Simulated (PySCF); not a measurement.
System: C6H12N (SMILES C[C]1CC(CN)C1) (doublet).

```xyz
19

C    -2.8286   -0.0494   -0.3718
C    -1.3561   -0.0129   -0.4264
C    -0.3815   -0.9934   -0.9868
C     0.6772   -0.4252   -0.0157
C     1.9212    0.1744   -0.6715
N     2.8484    0.8089    0.2494
C    -0.3633    0.5928    0.5076
H    -3.1952   -0.8005    0.3423
H    -3.2238    0.9166   -0.0597
H    -3.2416   -0.3060   -1.3475
H    -0.6343   -2.0497   -0.8456
H    -0.1312   -0.8543   -2.0433
H     0.9781   -1.1475    0.7477
H     1.6175    0.9274   -1.4045
H     2.4665   -0.6135   -1.2004
H     3.1782    0.1336    0.9321
H     2.3761    1.5490    0.7590
H    -0.1080    1.6381    0.3002
H    -0.6096    0.5208    1.5730
```

Geometry: GFN2-xTB.

Theory: UKS B3LYP, pcH-1 on C H N, non-relativistic, mean-field spin-orbit, GIAO (PySCF 2.14.0, density-fitted response routines).

> What can the converged electron density, electron localisation function and spin density tell about the bonding?

C–N (1.45 Å): ρ is about 1.6 e/Å³ halfway; the ELF peaks at about 0.90 between the atoms, as expected for a shared electron pair.
C–C (1.47 Å): the density is about 1.5 e/Å³ at the midpoint; the ELF peaks at about 0.95 between the atoms, as expected for a shared electron pair.
The unpaired spin (1 electron) lies mostly on C2 (about 0.6) and C7 (about 0.1), in electrons by Hirshfeld's partition.

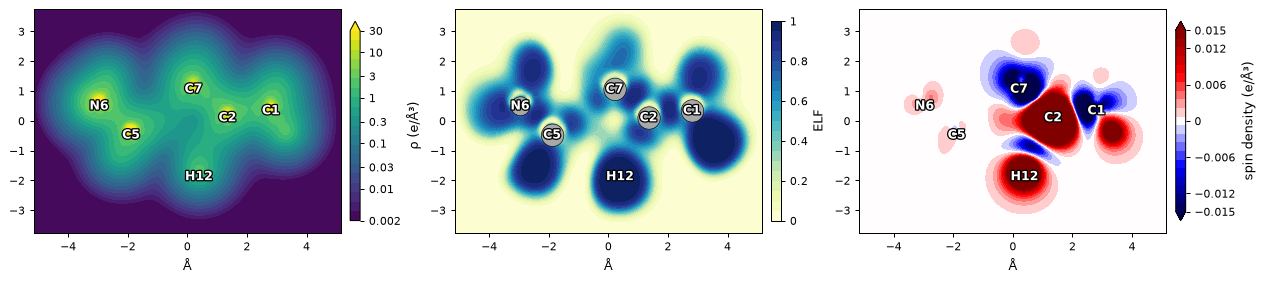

Computed electron density, electron localisation function and spin density on the plane of atoms C1, C2 and C7, in this order. Grey discs cover the atomic cores in the ELF map. 
